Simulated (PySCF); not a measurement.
H₄F₂SSi₂, SMILES F[SiH2]S[SiH2]F, CAM-B3LYP/def2-SVP optimised geometry. Atoms within 1.6 Å of the plane z = 0.0 Å (x, y, z in Å): Si1 (-0.79, -0.43, 0.00), F2 (-1.35, 1.09, 0.00), S3 (1.35, -0.43, 0.00), H6 (-1.32, -1.09, 1.22), H7 (-1.21, -1.09, -1.25).

Method: CAM-B3LYP/def2-TZVP (PySCF 2.14.0). Cells within 0.4 Å of a nucleus heavier than hydrogen are left out (blank, or x).

Map of the HOMO amplitude (bohr^(-3/2)) on the plane z = 0.0 Å; orbital energy -9.65 eV, overall sign arbitrary:

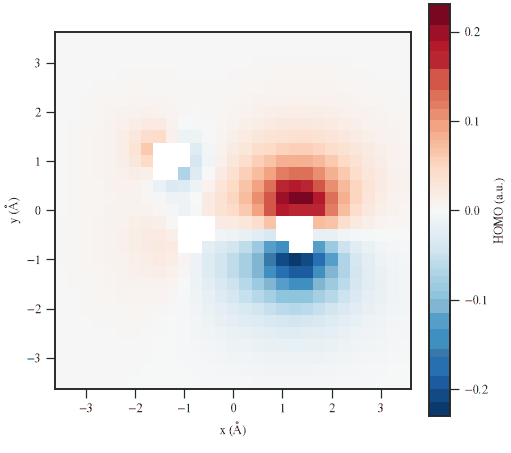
Figure: HOMO amplitude (bohr^(-3/2)) on the plane z = 0.0 Å.
